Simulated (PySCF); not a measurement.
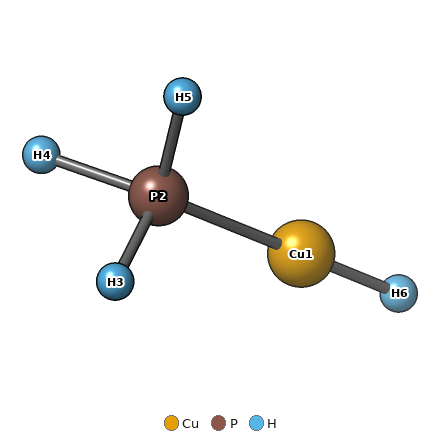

CuPH₄ (Cu(PH3)H), SMILES [H][Cu]<-[PH3], singlet. Vertical core-electron binding energies by ΔSCF (SCAN, pcX-2 on the ionised atom (unc-x2c-TZVPall on a metal), pcseg-1 elsewhere, spin-free X2C; PySCF 2.14.0, at a PBE0-D3(BJ)/def2-SVP geometry (no frequency check)), gas phase, against the vacuum level. One atom of each kind was ionised; within a panel, areas follow the number of like atoms and 2j + 1 (2p levels are split by first-order spin-orbit coupling, an approximation), Gaussians of 0.6 eV full width. Only the regions named are shown.

Predict the P 2p photoelectron lines.

```tsv
level	atoms	binding energy (eV)
P 2p1/2	P2	139.0
P 2p3/2	P2	138.1
```

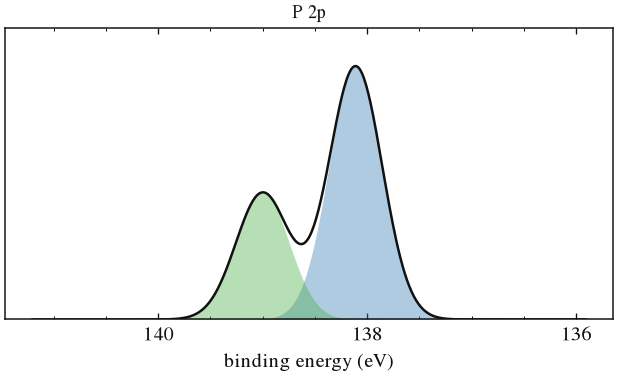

Caveats: metal 2p levels are good to about 1 eV.
